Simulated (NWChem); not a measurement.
# Si2PH7 (SMILES [SiH3]P[SiH3]) at 3 levels

We compute a comparison of 3 runs (HF/STO-3G, HF/3-21G, B3LYP/6-31G*) of Si2PH7. 

Program for the calculation: NWChem 7.3.0.

## 1. The molecule

Si2PH7 has 10 atoms, charge 0, and is taken as a singlet. SMILES: `[SiH3]P[SiH3]`. Geometry: relaxed at PBE0-D4/def2-TZVP.

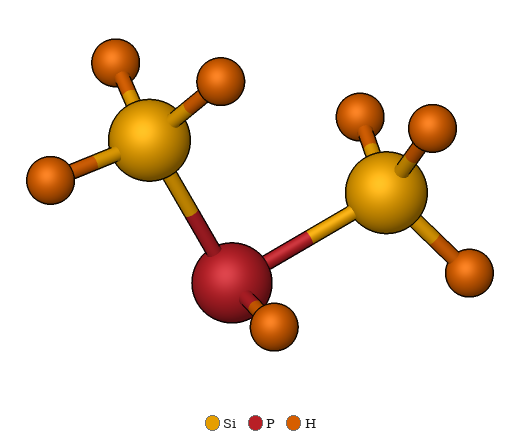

Viewed from a chosen angle; silicon amber, phosphorus red, hydrogen orange.

## 2. Energy and forces at HF/STO-3G (run 1)

h7psi2.nw reads:

```
start h7psi2
title "H7PSi2"
memory stack 880 mb heap 220 mb global 1100 mb

geometry units atomic noautosym nocenter noautoz
Si    -2.44454971     1.39650761    -1.45924651
P     -0.90876929    -2.43188855    -0.42877886
Si     2.30282026    -0.97831121     1.94830763
H     -4.35506283     1.08470280    -3.49372566
H     -0.47299845     3.20308578    -2.32455211
H     -3.69630430     2.44265999     0.82675518
H      0.56937448    -2.67811986    -2.66016747
H      4.03305350    -3.11237893     2.52996534
H      1.20299965    -0.00585815     4.34259063
H      3.76962567     1.07997848     0.71866285
end

basis spherical bse
* library STO-3G
end

scf
thresh 1e-08
maxiter 80
print low
end

task scf gradient
```

On the command line:

```console
$ nwchem h7psi2.nw > h7psi2.out
```

Output:

```text
[...]
  functions       =    34
[...]
  wavefunction    = RHF
[...]
         Total SCF energy =   -912.203934313736
      One-electron energy =  -1670.935287579316
      Two-electron energy =    557.840853433452
 Nuclear repulsion energy =    200.890499832128
        Time for solution =      1.3s
[...]
                         RHF ENERGY GRADIENTS
    atom               coordinates                        gradient
                 x          y          z           x          y          z
   1 Si     -2.444550   1.396508  -1.459247    0.010717  -0.003481   0.000679
   2 P      -0.908769  -2.431889  -0.428779   -0.026569  -0.029883   0.016187
   3 Si      2.302820  -0.978311   1.948308   -0.003943   0.003812  -0.009847
   4 H      -4.355063   1.084703  -3.493726   -0.021864  -0.006656  -0.023362
   5 H      -0.472998   3.203086  -2.324552    0.023042   0.020741  -0.009825
   6 H      -3.696304   2.442660   0.826755   -0.014025   0.009127   0.028266
   7 H       0.569374  -2.678120  -2.660167    0.013780  -0.001057  -0.019957
   8 H       4.033054  -3.112379   2.529965    0.018111  -0.026663   0.005369
   9 H       1.203000  -0.005858   4.342591   -0.015956   0.010135   0.026902
  10 H       3.769626   1.079978   0.718663    0.016707   0.023926  -0.014413
[...]
```

Wall time 2.2 s (1 thread of Intel Xeon 6975P-C (Granite Rapids), shared host); peak memory 0.097 GiB.

## 3. Energy and gradient at HF/3-21G (run 2)

geom.nw reads:

```
START geom
memory 2200 mb

GEOMETRY noautosym nocenter noautoz
  Si      -1.293600       0.739000      -0.772200
  P       -0.480900      -1.286900      -0.226900
  Si       1.218600      -0.517700       1.031000
  H       -2.304600       0.574000      -1.848800
  H       -0.250300       1.695000      -1.230100
  H       -1.956000       1.292600       0.437500
  H        0.301300      -1.417200      -1.407700
  H        2.134200      -1.647000       1.338800
  H        0.636600      -0.003100       2.298000
  H        1.994800       0.571500       0.380300
END

BASIS "ao basis" spherical bse
  * library 3-21G
END

SCF
  thresh 1e-08
  maxiter 80
  print low
END

TASK scf gradient
```

On the command line:

```console
$ nwchem geom.nw > geom.out
```

Output:

```text
[...]
  functions       =    53
[...]
  wavefunction    = RHF
[...]
         Total SCF energy =   -917.823075089597
      One-electron energy =  -1672.091285952448
      Two-electron energy =    553.377696559145
 Nuclear repulsion energy =    200.890514303706
        Time for solution =      1.5s
[...]
                         RHF ENERGY GRADIENTS
    atom               coordinates                        gradient
                 x          y          z           x          y          z
   1 Si     -2.444550   1.396508  -1.459246    0.020050  -0.020044   0.008702
   2 P      -0.908769  -2.431888  -0.428779    0.000023   0.015872   0.011027
   3 Si      2.302820  -0.978311   1.948307   -0.021096   0.000516  -0.020831
   4 H      -4.355063   1.084703  -3.493725   -0.000503  -0.000938  -0.000326
   5 H      -0.472998   3.203086  -2.324552   -0.001108   0.001374  -0.000694
   6 H      -3.696304   2.442660   0.826755   -0.000936  -0.000299  -0.000054
   7 H       0.569374  -2.678120  -2.660167    0.002278   0.005271   0.000483
   8 H       4.033053  -3.112379   2.529965   -0.000203  -0.001089  -0.000108
   9 H       1.203000  -0.005858   4.342590   -0.000005  -0.000753   0.000639
  10 H       3.769625   1.079978   0.718663    0.001500   0.000091   0.001162
[...]
```

It took 2.5 s on 1 thread of Intel Xeon 6975P-C (Granite Rapids), shared host; peak memory 0.094 GiB.

## 4. Energy and gradient at B3LYP/6-31G(d) (Cartesian functions) (run 3)

calc.nw reads:

```
start calc
title "H7PSi2 gradient"
memory total 2200 mb
charge 0
geometry units angstroms noautosym nocenter noautoz
 Si      -1.293600       0.739000      -0.772200
 P       -0.480900      -1.286900      -0.226900
 Si       1.218600      -0.517700       1.031000
 H       -2.304600       0.574000      -1.848800
 H       -0.250300       1.695000      -1.230100
 H       -1.956000       1.292600       0.437500
 H        0.301300      -1.417200      -1.407700
 H        2.134200      -1.647000       1.338800
 H        0.636600      -0.003100       2.298000
 H        1.994800       0.571500       0.380300
end
basis
 * library 6-31G*
end
dft
 xc b3lyp
 grid xfine
 convergence energy 1e-08
 iterations 100
 mulliken
end
task dft gradient
```

On the command line:

```console
$ nwchem calc.nw > calc.out
```

Output:

```text
[...]
          Wavefunction type:  closed shell.
          No. of atoms     :    10
          No. of electrons :    50
[...]
          Charge           :     0
          Spin multiplicity:     1
[...]
          AO basis - number of functions:    71
[...]
              XC Information
              --------------
                         B3LYP Method XC Potential
                     Hartree-Fock (Exact) Exchange  0.200
                        Slater Exchange Functional  0.800 local
                    Becke 1988 Exchange Functional  0.720 non-local
              Lee-Yang-Parr Correlation Functional  0.810
                  VWN I RPA Correlation Functional  0.190 local
[...]
 d= 0,ls=0.0,diis     1   -924.5142445049 -1.13D+03  1.09D-02  3.52D-01     3.4
[...]
 d= 0,ls=0.0,diis     8   -924.5498108288 -9.40D-10  2.88D-06  2.46D-08    23.1
         Total DFT energy =     -924.549810828795
      One electron energy =    -1678.813290556722
           Coulomb energy =      621.094748294158
    Exchange-Corr. energy =      -67.721782869937
 Nuclear repulsion energy =      200.890514303706
[...]
  wavefunction    = closed shell
                         DFT ENERGY GRADIENTS
    atom               coordinates                        gradient
                 x          y          z           x          y          z
   1 Si     -2.444550   1.396508  -1.459246    0.003957  -0.003385   0.001452
   2 P      -0.908769  -2.431888  -0.428779    0.001276   0.004141   0.001106
   3 Si      2.302820  -0.978311   1.948307   -0.003624   0.000381  -0.003989
   4 H      -4.355063   1.084703  -3.493725    0.000306  -0.000653   0.000245
   5 H      -0.472998   3.203086  -2.324552   -0.000067  -0.000636   0.000288
   6 H      -3.696304   2.442660   0.826755    0.000310  -0.000659   0.000070
   7 H       0.569374  -2.678120  -2.660167   -0.000493   0.001620   0.001805
   8 H       4.033053  -3.112379   2.529965   -0.000613  -0.000193  -0.000413
   9 H       1.203000  -0.005858   4.342590   -0.000476  -0.000255  -0.000470
  10 H       3.769625   1.079978   0.718663   -0.000577  -0.000360  -0.000093
[...]
```

It took 29 s on 1 thread of Intel Xeon 6975P-C (Granite Rapids), shared host; peak memory 0.15 GiB.

## 5. All runs side by side

```
run                               level  Cartesian functions  iteration cap  energy (Eh)  largest force (eV/Å)  wall time
  1                           HF/STO-3G                   no             80  -912.203934                 2.218      2.2 s
  2                            HF/3-21G                   no             80  -917.823075                 1.525      2.5 s
  3  B3LYP/6-31G* (Cartesian functions)                  yes            100  -924.549811                 0.278       29 s
```

## 6. Results

| quantity | value |
| --- | --- |
| run 3: total energy | -924.54981 Eh |
| run 3: dipole moment | 0.88 D |
| run 3: HOMO energy | -7.15 eV |
| run 3: LUMO energy | -0.02 eV |
| run 3: HOMO–LUMO gap | 7.14 eV |
| run 3: largest force on an atom | 0.278 eV/Å |

In run 1 the basis is minimal, so the values are rough. All runs together took 34 s, the longest 29 s.
